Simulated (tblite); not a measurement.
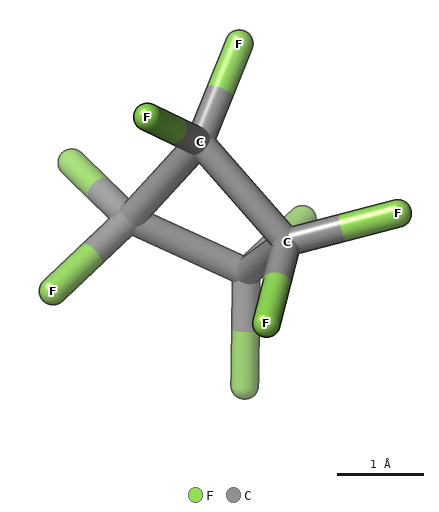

C$_{4}$F$_{8}$, before the relaxation. Style: stick. Shown from a free direction.

The calculation used GFN2-xTB geometry optimisation, gas phase (tblite).

```xyz
12

F    -1.4096    0.7780   -1.3108
C    -1.0127    0.3868   -0.0884
F    -2.0469    0.5920    0.7578
C     0.3637    0.9463    0.3795
F     0.7195    2.1478   -0.1006
F     0.5392    1.0140    1.7289
C     0.9920   -0.2965   -0.3114
F     2.1033   -0.8163    0.2830
F     1.3036   -0.1490   -1.6200
C    -0.3541   -1.0234   -0.0043
F    -0.7665   -1.9266   -0.9339
F    -0.4303   -1.6536    1.1941
```

Q: What does the optimiser find from here?

A: The largest move after the best rigid fit is that of F5, 0.45 Å. Largest moves by element: F 0.45 Å, C 0.16 Å. Among the contacts that change: C10–F11 1.360 → 1.333 Å, C10–F12 1.356 → 1.336 Å, C2–F3 1.352 → 1.333 Å, C7–F9 1.353 → 1.336 Å. Bond angles that change, for instance: C2–C10–C7 86.1° → 89.8°, C2–C10–F12 116.4° → 113.5°, C4–C7–F9 115.8° → 113.5°. The energy falls by 0.285 eV in 33 geometry steps.

The structure at the end:

```xyz
12

F    -1.6986    0.8209   -1.0039
C    -1.0432    0.3655    0.0674
F    -1.8548    0.4464    1.1213
C     0.3738    1.0110    0.2533
F     0.6389    2.0506   -0.5376
F     0.6374    1.3622    1.5148
C     1.0396   -0.3442   -0.1695
F     1.9271   -0.8399    0.6922
F     1.6037   -0.3060   -1.3796
C    -0.3696   -1.0323   -0.1593
F    -0.7109   -1.6572   -1.2859
F    -0.5422   -1.8774    0.8607
```

The end point in the same view:

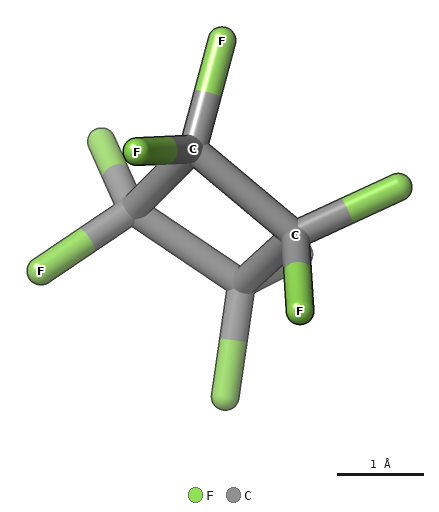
